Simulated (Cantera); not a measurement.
A closed system holds: 1 mol Si2H6, 3 mol HCl, 93 mol H2, at 1.00 mbar.

These are equilibrium values from Cantera (NASA tables, ideal gas, pure condensed phases), not measurements of a reactor. Candidate condensed phases: Si; 19 gas species. The feed counts by its element totals alone. The tables' values for SiCl3, SiCl are old estimates; treat these amounts as uncertain. Gases not in the tables: Si2H6 and higher silanes. The numbers say what is thermodynamically allowed, not how fast it happens.

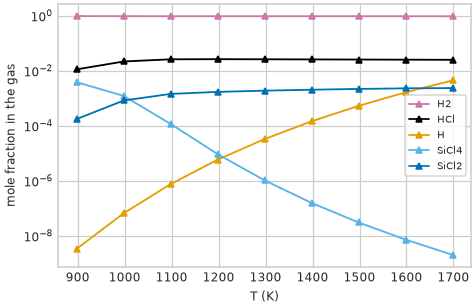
Figure. Equilibrium gas composition (values under 1e-9 drawn at 1e-9)

Read off the mole fractions at 1698 K.

H2 about 0.97, HCl about 0.025, H about 0.0045, SiCl2 about 0.0024.
